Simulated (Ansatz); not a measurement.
# The gap of LiGeN (P6_3mc): a ladder of methods and an error budget, part 3 of 3

The study climbs from cheap functionals to G0W0 on LiGeN (P6_3mc) and then asks what each convergence step is worth.

Ansatz 0.2.0; density functionals, hybrids, G0W0, plane waves, PAW. Known limits of the many-body steps: not at the basis limit; no spin-orbit coupling.

So far. Step 12 (G0W0, 6×6×2 mesh, 272 empty bands, screening to 138 eV …): Against the run with 6×6×2 mesh, 96 empty bands, screening to 69 eV, PAW set soft_1 files, the gap moves by +0.13 eV.

In doubt: masses and optical values from hybrid runs of this build are listed as unsure (step 14), which bears on the screening that GW takes from such a start.

## Step 13: G0W0, 6×6×2 mesh, 586 empty bands, screening to 230 eV, PAW set soft_1 files

Level of this step: G0W0 on PBE, plane waves, PAW; PAW set soft_1 (Ansatz).

Contents of input.yaml:

```yaml
crystal:
  lattice:
    - [3.0124085355, 0.0, 0.0]
    - [-1.5062042677, 2.6088223183, 0.0]
    - [0.0, 0.0, 9.419459]
  atoms:
    - { symbol: Li, position: [0.66666667, 0.33333333, 0.743392] }
    - { symbol: Li, position: [0.33333333, 0.66666667, 0.243392] }
    - { symbol: Ge, position: [0.0, 0.0, 0.498023] }
    - { symbol: Ge, position: [0.0, 0.0, 0.998023] }
    - { symbol: "N", position: [0.33333333, 0.66666667, 0.603223] }
    - { symbol: "N", position: [0.66666667, 0.33333333, 0.103223] }
kpoints:
  mp_grid: { grid: [6, 6, 2] }
hamiltonian:
  xc: pbe
  pseudopotentials: { kind: paw, azcp: { folder: soft_1 } }
scf:
  occupations: { method: fixed }
gw:
  n_empty_bands: 586
  ecut_chi: 230.0
  qp_bands: [v2, c2]
  qp_kpoints: band_edges
  screening: { model: contour_deformation }
```

On the command line:

```console
ansatz run input.yaml --threads 3 --pin off --max-ram 92160MiB --backend cuda --events-out ev --progress --plain --runs-dir out --devices 1 --max-vram 13GiB
```

Numbers of over 12 decimals in the logs are rounded to 6 here.

What it wrote:

```text
GPUs: using 1 of 1 available (devices: 1).
[...]
GPU FFT provider: cuFFT
GPU libraries: cuBLAS 13.8.2, cuFFT 12.4.0, cuSOLVER 12.3.4
Crystal: 6 atoms, lattice volume = 74.026 Å³
Basis set: ecut = 420 eV, 1399 PW (Γ)
Bands: 28, of which v1, the nominal top of the filled ones, is band 22 counted from 1 (21 counted from 0)
Symmetry: 12 space group operations
[...]
k-points: 14 of 72
[...]
GPU buffer pool allocated for 36864 grid points (all kernels)
[...]
SCF iter   1: F=—  HF=-9769.977535 eV  |F-HF|=—  |Δ(HF+E_count)|=         —  Δρ=6.83e-2  dr2=3.07e0  ethr=3.10e-3  ⟨swp⟩=4.0  Hψ=1438  notcnv=0  defer=33
[...]
SCF iter   8: F=-9769.099719 eV  HF=-9769.099719 eV  |F-HF|=4.58e-8  |Δ(HF+E_count)|=   2.17e-6  Δρ=7.52e-6  dr2=3.68e-8  ethr=2.27e-10  ⟨swp⟩=6.4  Hψ=1450  notcnv=0
SCF 1 converged in 8 iterations: F = -9769.099719 eV  dr2 = 3.68e-8
[...]
G₀W₀ screening: q 1/14
[... further progress lines ...]
SCF converged after 8 iterations
Free energy (F): -9769.099719 eV
[...]
Internal energy: -9769.099719 eV  (E = F + TS)
E sigma→0 (E₀):  -9769.099719 eV
Fermi energy:    7.578000 eV
[...]
--- Band table (eV; the first three rows and the last of 14) ---
  k-point 0: bands = [... 18 lower, 6.4820, 6.4833, 6.4833, 7.3003, 10.1465, 11.1052, 14.7704, 15.1786, ... 2 higher]
  k-point 1: bands = [... 18 lower, 6.4827, 6.4827, 6.4827, 6.4827, 10.7690, 10.7690, 14.9735, 14.9735, ... 2 higher]
  k-point 2: bands = [... 18 lower, 5.5700, 6.0101, 6.0361, 7.5131, 11.2091, 12.3259, 13.5923, 13.8388, ... 2 higher]
  k-point 13: bands = [... 18 lower, 4.4853, 4.4853, 6.8044, 6.8044, 10.0211, 10.0211, 12.0109, 12.0109, ... 2 higher]
[...]
0    21      6.4833   -21.5983     2.6650   -18.3506  0.7340     5.8946     5.9007  root
     0    22      7.3003   -18.4841     2.2238   -15.6312  0.7318     6.6627     6.6712  root
     0    23     10.1465    -9.7921    -4.2516   -14.2555  0.7791    10.3588    10.3582  root
     0    24     11.1052   -10.2162    -4.7773   -15.3413  0.7696    11.4549    11.4530  root
     1    21      6.4827   -21.5990     2.6649   -18.3522  0.7340     5.8948     5.9008  root
     1    22      6.4827   -21.5990     2.6649   -18.3522  0.7340     5.8948     5.9008  root
     1    23     10.7690   -10.3579    -4.5343   -15.1913  0.7706    11.0693    11.0681  root
     1    24     10.7690   -10.3579    -4.5343   -15.1913  0.7706    11.0693    11.0681  root
     2    21      6.0361   -21.3489     2.7779   -17.9581  0.7314     5.4156     5.4233  root
     2    22      7.5131   -18.3964     2.1142   -15.6437  0.7365     6.8669     6.8747  root
     2    23     11.2091    -9.3902    -4.4402   -14.0854  0.7681    11.4653    11.4642  root
     2    24     12.3259   -10.4621    -5.0488   -15.9093  0.7523    12.7278    12.7244  root
     3    21      6.4928   -17.2444     2.4379   -14.1088  0.7256     5.7809     5.7951  root
     3    22      6.4928   -17.2444     2.4379   -14.1088  0.7256     5.7809     5.7951  root
     3    23     11.8764   -10.2546    -4.7528   -15.3438  0.7564    12.2150    12.2128  root
     3    24     11.8764   -10.2546    -4.7528   -15.3438  0.7564    12.2150    12.2128  root
     4    21      6.1865   -16.1493     2.2762   -13.1479  0.7238     5.4468     5.4613  root
     4    22      7.4243   -18.1010     1.8888   -15.5358  0.7424     6.7394     6.7478  root
     4    23     10.3195    -9.1507    -4.1860   -13.4878  0.7741    10.4710    10.4706  root
     4    24     10.6488    -8.8063    -4.2538   -13.2203  0.7700    10.8095    10.8090  root
     6    21      6.4460   -16.2095     1.7199   -13.7609  0.7423     5.7048     5.7173  root
     6    22      6.5917   -16.2303     1.5768   -13.8727  0.7473     5.7969     5.8109  root
     6    23      9.0450    -9.6344    -3.3417   -13.0433  0.7739     9.1122     9.1121  root
     6    24      9.7513    -9.3231    -3.7102   -13.1631  0.7695     9.8812     9.8810  root
[...]
12    21      6.3041   -15.4637     1.5853   -13.0663  0.7457     5.4725     5.4920  root
    12    22      7.4283   -16.7030     1.0879   -14.8403  0.7613     6.6443     6.6536  root
    12    23     10.0510    -8.6119    -3.7512   -12.4876  0.7710    10.1757    10.1754  root
    12    24     10.0510    -8.6119    -3.7512   -12.4876  0.7710    10.1757    10.1754  root
    13    21      6.8044   -15.8717     1.3287   -13.7431  0.7559     5.9909     6.0045  root
    13    22      6.8044   -15.8717     1.3287   -13.7431  0.7559     5.9909     6.0045  root
    13    23     10.0211    -8.6289    -3.7332   -12.4793  0.7715    10.1384    10.1382  root
    13    24     10.0211    -8.6289    -3.7332   -12.4793  0.7715    10.1384    10.1382  root
```

The job ended after 34 s (1 × NVIDIA H100 80GB HBM3 (shared by 6 runs) with 3 threads of AMD EPYC 7R13 (Zen 3), shared host; peak memory 2 GiB; 59 s of CPU time).

This step gave:

```
bands summed                                 : 608
RPA ε∞ on this mesh (eigenvalues)            : 5.776, 8.505, 8.505
plane waves in the screening matrix          : 599
q-points in the mesh                         : 72
G0W0 gap on the mesh                         : 2.185 eV
k of the valence top                         : 0.1667, 0.1667, 0
k of the conduction bottom                   : 0, -0.5, 0
starting gap on the mesh                     : 1.467 eV
Z at the valence top                         : 0.7406
Z at the conduction bottom                   : 0.7739
least direct G0W0 gap on the computed points : 3.301 eV
```

Against the run with 6×6×2 mesh, 272 empty bands, screening to 138 eV, PAW set soft_1 files, the gap moves by +0.06 eV.

Limits: finite bands, cutoff and mesh; no spin-orbit coupling. v1 is the top filled band, c1 the lowest empty one. Levels before and after the correction, in eV, zero at the valence-band top of each column:

```
           conduction bottom  valence top
Kohn-Sham               1.47         0.00
     G0W0               2.19         0.00
```

```
                        level  occupation  energy (eV)
Kohn-Sham       (0 -0.5 0) v2           2       -1.132
Kohn-Sham       (0 -0.5 0) v1           2       -0.986
Kohn-Sham       (0 -0.5 0) c1           0        1.467
Kohn-Sham       (0 -0.5 0) c2           0        2.173
Kohn-Sham  (0.167 0.167 0) v2           2       -1.519
Kohn-Sham  (0.167 0.167 0) v1           2        0.000
Kohn-Sham  (0.167 0.167 0) c1           0        4.485
Kohn-Sham  (0.167 0.167 0) c2           0        4.520
     G0W0       (0 -0.5 0) v2           2       -1.209
     G0W0       (0 -0.5 0) v1           2       -1.116
     G0W0       (0 -0.5 0) c1           0        2.185
     G0W0       (0 -0.5 0) c2           0        2.954
     G0W0  (0.167 0.167 0) v2           2       -1.592
     G0W0  (0.167 0.167 0) v1           2        0.000
     G0W0  (0.167 0.167 0) c1           0        5.407
     G0W0  (0.167 0.167 0) c2           0        5.429
```

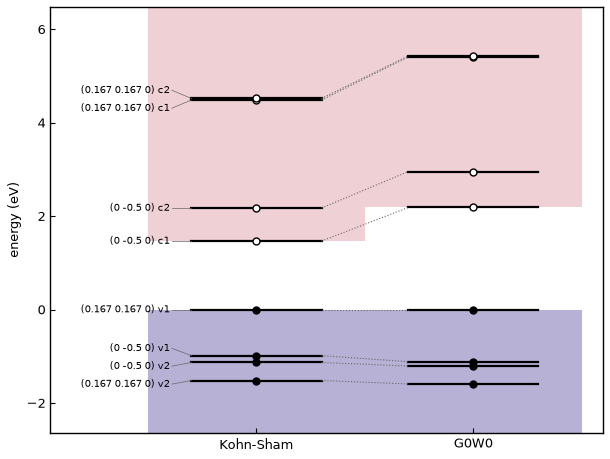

Levels before and after the correction. Shaded: valence and conduction bands. Filled marks are occupied levels, open marks empty ones.

How the two edges are built up, in eV (the quasiparticle level is the starting level plus Σx plus Σc less Vxc):

| run | edge | start | Σx | Σc | Vxc | Z | QP |
| --- | --- | --- | --- | --- | --- | --- | --- |
| 118 bands | valence top | 7.58 | -18.33 | 2.49 | -15.73 | 0.75 | 7.46 |
| 118 bands | conduction bottom | 9.04 | -9.63 | -3.00 | -13.04 | 0.78 | 9.46 |
| 294 bands | valence top | 7.58 | -18.33 | 2.13 | -15.73 | 0.74 | 7.11 |
| 294 bands | conduction bottom | 9.04 | -9.63 | -3.22 | -13.04 | 0.77 | 9.23 |
| 608 bands | valence top | 7.58 | -18.33 | 1.95 | -15.73 | 0.74 | 6.93 |
| 608 bands | conduction bottom | 9.04 | -9.63 | -3.34 | -13.04 | 0.77 | 9.11 |

## Step 14: G0W0@HSE06, 6×6×2 mesh, 586 empty bands, screening to 230 eV, PAW set soft_1 files

The same correction from a different start measures what one shot leaves open.

This step: G0W0 on HSE06, plane waves, PAW; PAW set soft_1.

input.yaml, as its differences from that of step 13:

```diff
@@ -15,3 +15,3 @@
 hamiltonian:
-  xc: pbe
+  xc: hse06
   pseudopotentials: { kind: paw, azcp: { folder: soft_1 } }
```

What it wrote:

```text
GPUs: using 1 of 1 available (devices: 1).
[...]
GPU FFT provider: cuFFT
GPU libraries: cuBLAS 13.8.2, cuFFT 12.4.0, cuSOLVER 12.3.4
Crystal: 6 atoms, lattice volume = 74.026 Å³
Basis set: ecut = 420 eV, 1399 PW (Γ)
Bands: 28, of which v1, the nominal top of the filled ones, is band 22 counted from 1 (21 counted from 0)
Symmetry: 12 space group operations
[...]
k-points: 14 of 72
[...]
1    23     11.2831    -9.9802    -4.4078   -14.4431  0.7970    11.3383    11.3382  root
     1    24     11.2831    -9.9802    -4.4078   -14.4431  0.7970    11.3383    11.3382  root
[...]
13    21      6.2983   -15.8164     1.1736   -14.1155  0.7858     5.7674     5.7711  root
    13    22      6.2983   -15.8164     1.1736   -14.1155  0.7858     5.7674     5.7711  root
    13    23     10.2406    -8.2004    -3.6393   -11.8746  0.7984    10.2756    10.2756  root
    13    24     10.2406    -8.2004    -3.6393   -11.8746  0.7984    10.2756    10.2756  root
[key lines of the parts left out:]
Free energy (F): -9770.664594 eV
Fermi energy:    6.972672 eV
```

Run time: 68 s. Hardware: 1 × NVIDIA H100 80GB HBM3 (shared by 6 runs) with 3 threads; peak memory 2.5 GiB.

This step gave:

```yaml
bands_summed: 608
rpa_eps_infinity_on_this_mesh_eigenvalues: 4.616, 6.633, 6.633
plane_waves_in_the_screening_matrix: 599
g0w0_gap_on_the_mesh: 2.582 eV
k_of_the_valence_top: 0.1667, 0.1667, 0
k_of_the_conduction_bottom: 0, -0.5, 0
starting_gap_on_the_mesh: 2.232 eV
least_direct_g0w0_gap_on_the_computed_points: 3.691 eV
```

Against the run with 6×6×2 mesh, 586 empty bands, screening to 230 eV, PAW set soft_1 files on PBE, the gap moves by +0.40 eV, while the start moved by +0.77 eV.

## Step 15: G0W0@PBE, 6×6×2 mesh, 586 empty bands, screening to 230 eV, plasmon pole, PAW set soft_1 files

A plasmon pole stands in for the full frequency dependence of the screening; this run shows what that costs in accuracy.

This step: G0W0 on PBE, plane waves, PAW; PAW set soft_1.

input.yaml, as its differences from that of step 14:

```diff
@@ -15,3 +15,3 @@
 hamiltonian:
-  xc: hse06
+  xc: pbe
   pseudopotentials: { kind: paw, azcp: { folder: soft_1 } }
@@ -24,2 +24,2 @@
   qp_kpoints: band_edges
-  screening: { model: contour_deformation }
+  screening: { model: godby_needs }
```

What it wrote:

```text
GPUs: using 1 of 1 available (devices: 1).
[...]
GPU FFT provider: cuFFT
GPU libraries: cuBLAS 13.8.2, cuFFT 12.4.0, cuSOLVER 12.3.4
Crystal: 6 atoms, lattice volume = 74.026 Å³
Basis set: ecut = 420 eV, 1399 PW (Γ)
Bands: 28, of which v1, the nominal top of the filled ones, is band 22 counted from 1 (21 counted from 0)
Symmetry: 12 space group operations
[...]
k-points: 14 of 72
[...]
1    24     10.7690   -10.3579    -4.4709   -15.1913  0.7949    11.1323    11.1315  root
[...]
13    21      6.8044   -15.8717     1.3239   -13.7431  0.7891     5.9962     5.9997  root
    13    22      6.8044   -15.8717     1.3239   -13.7431  0.7891     5.9962     5.9997  root
    13    23     10.0211    -8.6289    -3.7183   -12.4793  0.7979    10.1532    10.1531  root
    13    24     10.0211    -8.6289    -3.7183   -12.4793  0.7979    10.1532    10.1531  root
[key lines of the parts left out:]
SCF converged after 8 iterations
Free energy (F): -9769.099719 eV
Fermi energy:    7.578000 eV
```

Run time: 46 s. Hardware: 1 × NVIDIA H100 80GB HBM3 (shared by 6 runs) with 3 threads; peak memory 3.6 GiB; 92 s of CPU time.

This step gave:

```yaml
bands_summed: 608
plasmon_pole_fit_frequency: 28.63 eV
rpa_eps_infinity_on_this_mesh_eigenvalues: 5.776, 8.505, 8.505
plane_waves_in_the_screening_matrix: 599
g0w0_gap_on_the_mesh: 2.158 eV
k_of_the_valence_top: 0.1667, 0.1667, 0
k_of_the_conduction_bottom: 0, -0.5, 0
starting_gap_on_the_mesh: 1.467 eV
least_direct_g0w0_gap_on_the_computed_points: 3.339 eV
```

Against the run with 6×6×2 mesh, 586 empty bands, screening to 230 eV, PAW set soft_1 files, the gap moves by −0.03 eV.

## Step 16: G0W0@PBE, 6×6×2 mesh, 869 empty bands, screening to 299 eV, hard PAW files

Other atomic data (hard PAW) test the pseudisation: the cutoff goes from 420 to 870 eV, with the same valence electrons. Bands and screening cutoff change too, so the step is no clean test of the files.

This step: G0W0 on PBE, plane waves, PAW.

input.yaml, as its differences from that of step 15:

```diff
@@ -16,3 +16,3 @@
   xc: pbe
-  pseudopotentials: { kind: paw, azcp: { folder: soft_1 } }
+  pseudopotentials: { kind: paw, source: ansatz }
 scf:
@@ -20,6 +20,6 @@
 gw:
-  n_empty_bands: 586
-  ecut_chi: 230.0
+  n_empty_bands: 869
+  ecut_chi: 299.0
   qp_bands: [v2, c2]
   qp_kpoints: band_edges
-  screening: { model: godby_needs }
+  screening: { model: contour_deformation }
```

What it wrote:

```text
GPUs: using 1 of 1 available (devices: 1).
[...]
GPU FFT provider: cuFFT
GPU libraries: cuBLAS 13.8.2, cuFFT 12.4.0, cuSOLVER 12.3.4
Crystal: 6 atoms, lattice volume = 74.026 Å³
Basis set: ecut = 870 eV, 4335 PW (Γ)
Bands: 28, of which v1, the nominal top of the filled ones, is band 22 counted from 1 (21 counted from 0)
Symmetry: 12 space group operations
[...]
k-points: 14 of 72
[...]
1    24     11.5894   -10.3469    -4.5872   -15.1778  0.7704    11.8339    11.8331  root
[...]
13    21      7.6125   -15.8670     1.3001   -13.7398  0.7558     6.7709     6.7854  root
    13    22      7.6125   -15.8670     1.3001   -13.7398  0.7558     6.7709     6.7854  root
    13    23     10.8302    -8.6319    -3.7845   -12.4822  0.7713    10.8960    10.8960  root
    13    24     10.8302    -8.6319    -3.7845   -12.4822  0.7713    10.8960    10.8960  root
[key lines of the parts left out:]
SCF converged after 8 iterations
Free energy (F): -9777.542852 eV
Fermi energy:    8.386511 eV
```

The job ended after 67 s (1 × NVIDIA H100 80GB HBM3 (shared by 6 runs) with 3 threads; peak memory 3.7 GiB).

This step gave:

```
bands summed                                 : 891
RPA ε∞ on this mesh (eigenvalues)            : 5.773, 8.487, 8.487
plane waves in the screening matrix          : 885
G0W0 gap on the mesh                         : 2.225 eV
k of the valence top                         : 0.1667, 0.1667, 0
k of the conduction bottom                   : 0, -0.5, 0
starting gap on the mesh                     : 1.469 eV
least direct G0W0 gap on the computed points : 3.292 eV
```

Against the run with 6×6×2 mesh, 586 empty bands, screening to 230 eV, PAW set soft_1 files, the gap moves by +0.04 eV.

## Step 17: G0W0@LDA, 6×6×2 mesh, 586 empty bands, screening to 230 eV, PAW set soft_1 files

This step: G0W0 on LDA, plane waves, PAW; PAW set soft_1.

input.yaml, as its differences from that of step 16:

```diff
@@ -15,4 +15,4 @@
 hamiltonian:
-  xc: pbe
-  pseudopotentials: { kind: paw, source: ansatz }
+  xc: lda
+  pseudopotentials: { kind: paw, azcp: { folder: soft_1 }, xc_functional: pbe }
 scf:
@@ -20,4 +20,4 @@
 gw:
-  n_empty_bands: 869
-  ecut_chi: 299.0
+  n_empty_bands: 586
+  ecut_chi: 230.0
   qp_bands: [v2, c2]
```

What it wrote:

```text
GPUs: using 1 of 1 available (devices: 1).
[...]
GPU FFT provider: cuFFT
GPU libraries: cuBLAS 13.8.2, cuFFT 12.4.0, cuSOLVER 12.3.4
Crystal: 6 atoms, lattice volume = 74.026 Å³
Basis set: ecut = 420 eV, 1399 PW (Γ)
Bands: 28, of which v1, the nominal top of the filled ones, is band 22 counted from 1 (21 counted from 0)
Symmetry: 12 space group operations
[...]
k-points: 14 of 72
[...]
1    24     10.4358   -10.4437    -4.6189   -15.5643  0.7692    10.9412    10.9375  root
[...]
13    21      6.4669   -15.9023     1.2424   -14.0974  0.7554     5.8982     5.9045  root
    13    22      6.4669   -15.9023     1.2424   -14.0974  0.7554     5.8982     5.9045  root
    13    23      9.7069    -8.6731    -3.8203   -12.8262  0.7709    10.0413    10.0396  root
    13    24      9.7069    -8.6731    -3.8203   -12.8262  0.7709    10.0413    10.0396  root
[key lines of the parts left out:]
SCF converged after 8 iterations
Free energy (F): -9584.874301 eV
Fermi energy:    7.283013 eV
```

Wall time 53 s (1 × NVIDIA H100 80GB HBM3 (shared by 6 runs) with 3 threads); peak memory 2 GiB; 85 s of CPU time.

This step gave:

| Quantity | Value |
| --- | --- |
| bands summed | 608 |
| RPA ε∞ on this mesh (eigenvalues) | 5.881, 8.593, 8.593 |
| plane waves in the screening matrix | 599 |
| G0W0 gap on the mesh | 2.212 eV |
| k of the valence top | 0.1667, 0.1667, 0 |
| k of the conduction bottom | 0, -0.5, 0 |
| starting gap on the mesh | 1.440 eV |
| least direct G0W0 gap on the computed points | 3.297 eV |

Against the run with 6×6×2 mesh, 586 empty bands, screening to 230 eV, PAW set soft_1 files on HSE06, the gap moves by −0.37 eV, while the start moved by −0.79 eV.

## Step 18: The ladder

Times are wall times on 1 × NVIDIA H100 80GB HBM3 (shared by 6 runs) with 3 threads of AMD EPYC 7R13 (Zen 3), shared host, good to a factor of about two. G0W0 rows are gaps on the mesh, lowered by the amount that the mesh misses the start's edges, a rough step that assumes the same correction there.

```csv
level,gap (eV),least direct gap (eV),time
PBE,1.46,2.42,6.9 s
LDA,1.43,2.40,7.9 s
PBEsol,1.42,2.38,10 s
PBE+SOC,1.45,2.40,7.2 s
r2SCAN,1.78,2.76,9.5 s
HSE06,2.23,3.18,20 s
PBE0,2.90,3.87,18 s
DDH-PBE0,2.19,3.14,31 s
G0W0@PBE (96 empty bands),1.99,-,12 s
G0W0@PBE (272 empty bands),2.12,-,17 s
G0W0@PBE (586 empty bands),2.18,-,34 s
G0W0@HSE06 (586 empty bands),2.58,-,68 s
"G0W0@PBE (586 empty bands, plasmon pole)",2.15,-,46 s
"G0W0@PBE (869 empty bands, hard PAW)",2.22,-,67 s
G0W0@LDA (586 empty bands),2.20,-,53 s
```

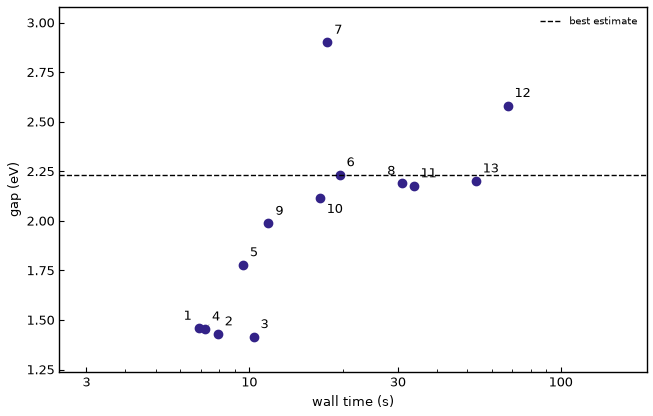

Result against wall time. Points are numbered: 1 PBE; 2 LDA; 3 PBEsol; 4 PBE+SOC; 5 r2SCAN; 6 HSE06; 7 PBE0; 8 DDH-PBE0; 9 G0W0@PBE 118; 10 G0W0@PBE 294; 11 G0W0@PBE 608; 12 G0W0@HSE06; 13 G0W0@LDA.

## Step 19: Adding up the best estimate

```
                                                                   term      eV  running total (eV)
                                             G0W0 on the mesh, top rung   2.185               2.185
to the limit, by a line in one over the bands through the two top rungs  +0.057               2.242
                                                band edges off the mesh  −0.009               2.233
                                            spin-orbit change, from PBE  −0.004               2.230
```

Changes that are not added in, each against a run with equal bands and cutoff:

| change | eV |
| --- | --- |
| start HSE06 | +0.40 |
| plasmon pole in place of full frequency | −0.03 |
| start LDA | +0.03 |

## Step 20: Results

```json
{
  "PBE gap": "1.46 eV, indirect",
  "HSE06": "2.23 eV",
  "PBE0": "2.90 eV",
  "DDH-PBE0": "2.19 eV",
  "G0W0, top rung on the mesh": "2.19 eV",
  "best estimate, G0W0@PBE with spin-orbit change": "2.23 eV",
  "GW settings of the top rung": "6×6×2 mesh, 586 empty bands, screening to 230 eV, PAW set soft_1 files",
  "known limits": "one-shot GW, static lattice; one k mesh, untested"
}
```

In words: The best estimate for G0W0@PBE is 2.23 eV, indirect by PBE+SOC, against 1.45 eV at the start (both with spin-orbit coupling). The pair of rungs below gives a limit −0.03 eV away. On hard PAW files with 891 bands the gap on the mesh is 2.23 eV, against a limit of 2.24 eV on PAW set soft_1 files; that run is itself short of its own limit, so the pair doesn't isolate the files. Of the changes left open the largest, +0.40 eV, comes from starting at HSE06. Among the functionals HSE06 comes nearest: −0.001 eV from the estimate. DDH-PBE0 is about as near. That ranking leans on the start chosen for G0W0. The RPA ε∞ on the GW mesh averages 7.6 against 7.9 from perturbation theory, which takes a denser mesh of its own and holds the xc response as well. All runs took 7.4 min, 67 % of it in G0W0.

[Paths, hosts, dates, memory and timing lines, banners, echoed tables and standing remarks are left out of the program output.]

[Logs are printed without paths, hosts, clocks, repeated set-up lines and the standing remarks that a program may print on its own settings, such as how far it seeks lower states.]

[Runs of the session that timed out or met a known fault of the program may be left out.]

[Cells called generated may have been cut or substituted from an entry of the Crystallography Open Database or the Materials Project.]

[Hosts, paths, dates, database ids (printed as entryN), source tags and the programs' standing remarks are cut or masked in the printed files.]
